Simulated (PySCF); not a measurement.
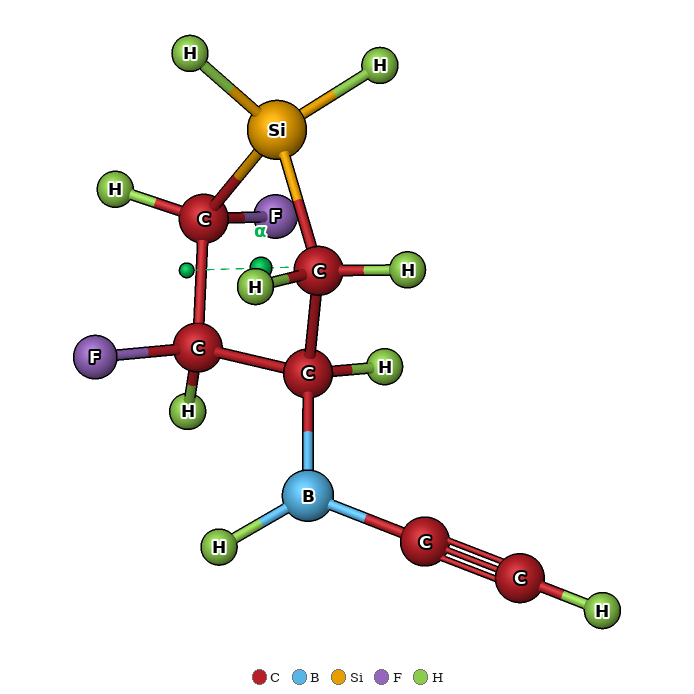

The small points mark where nucleus-independent chemical shifts (NICS) were computed: at the centre of each lettered ring and 1 Å above and below it. Computed geometry: GFN2-xTB optimisation. No frequency run is at hand to confirm it as a minimum. Level of theory: GIAO PBE0/pcSseg-1 NMR shielding, non-relativistic, gas phase (PySCF 2.14.0).

Give NICS(0), NICS(1) and the out-of-plane component NICS(1)zz for each ring (means of the two sides).

| ring | members | NICS(0) | NICS(1) | NICS(1)zz |
| --- | --- | --- | --- | --- |
| α | C4Si | −3.5 | −3.7 | −2.6 |

Values in ppm.

What do the values say about the ring currents?

Ring α: weak, as in a non-aromatic ring. NICS is one index among several.

The geometry is semi-empirical. Around B, Si such bond lengths and angles can be off by a tenth of an ångström or more and by several degrees, and values that hang on the shape move with them.
